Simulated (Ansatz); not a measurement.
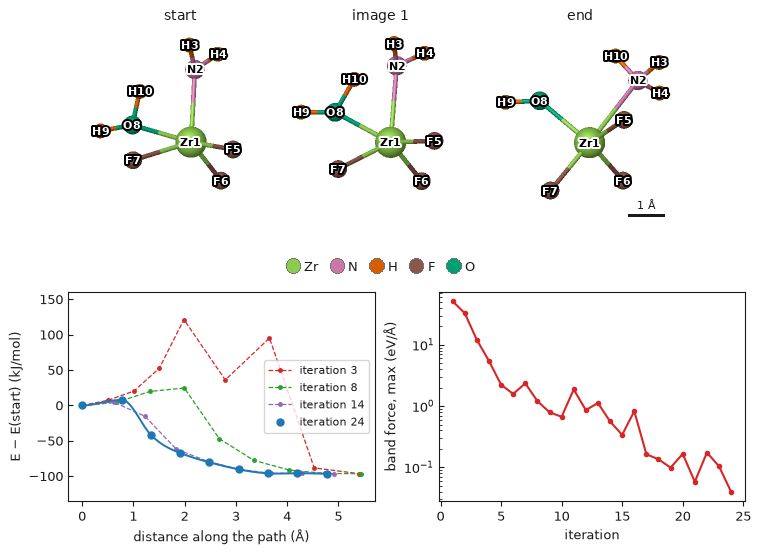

A search for the minimum-energy path of ZrNH4OF3 by the nudged elastic band. Images are numbered from 0 (start) to 8 (end). The plot follows the band through its iterations. Style: ball-and-stick. Shown at a tilt.

Theory: RKS PBE-D4/def2-SVP in Ansatz 0.2.0. Run with 7 movable images; climbing image; force threshold 0.05 eV/Å; iteration limit 60; starting path through a guess of the saddle point.

### Did the band converge, and can the barrier be trusted?

The result is final at these settings. The band converged in 24 iterations. The largest component of the band force went from 51 to 0.04 eV/Å. The climbing image converged on the top of the path. Its vibrational analysis gives one imaginary mode (442i cm⁻¹), as a transition state must have. The first iteration put the highest image at 1053.6 kJ/mol. Forward barrier 8.0 kJ/mol, backward barrier 104.5 kJ/mol, with image 1 at the top; the reaction energy is −96.4 kJ/mol.

Cost: 4.1 min on 4 threads of Arm Neoverse V2, on a shared host, peak memory 0.18 GiB.
